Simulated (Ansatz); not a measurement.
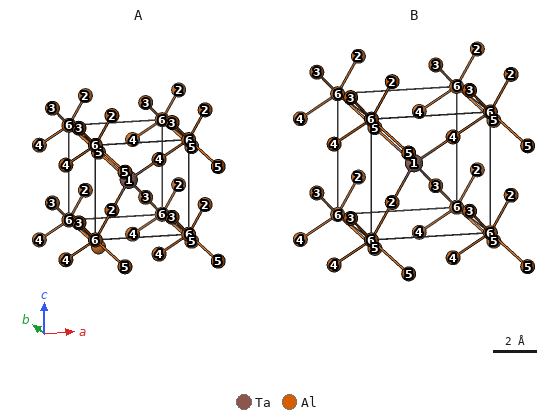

Two geometries of solid TaAl5 (a generated structure, set up in P-43m) (coarse preliminary run), drawn at one scale. One is the start of a relaxation, the other its converged end. The picture is a ball-and-stick view of the cell of the calculation, seen slightly off an axis.

The calculation used DFT PBE, scalar-relativistic, plane waves, PAW in Ansatz. Settings: plane-wave cutoff 420 eV; k-point mesh 4 × 4 × 4; occupations gaussian; smearing width 0.1 eV; no spin polarisation; cell and atoms relaxed; force threshold 0.04 eV/Å; at most 70 steps.

Q: Which of the two is the end point?

A: Structure B is the relaxed one. The energy falls by 2701 meV per atom in 7 accepted moves (9 points after the start). Largest force component: 1.2 eV/Å at the start, 0.002 eV/Å at the end. Pressure: 81.90 GPa at the start and 0.12 GPa at the end. At 2 points the geometry stayed and the basis and grid were re-selected for the new cell (energy shift of 69.3 meV per atom at most each time). The largest moves relative to the cell, 0.030 Å, are those of Al2, Al3, Al4 and Al5. Al3 goes along [1 1 −1]. Ta stays in place. The drawn cell changes as follows: a = b = c 4.592 → 5.860 Å (+27.6 %); the volume changes by +107.8 %. Some distances before and after: Ta1–Al2 2.013 → 2.598 Å, Al2–Al6 1.965 → 2.477 Å. The space group stays P-43m (No. 215). The run took 48 s on 1 thread of Intel(R) Xeon(R) Processor @ 2.50GHz (Skylake/Cascade Lake), on a shared host, peak memory 0.39 GiB.
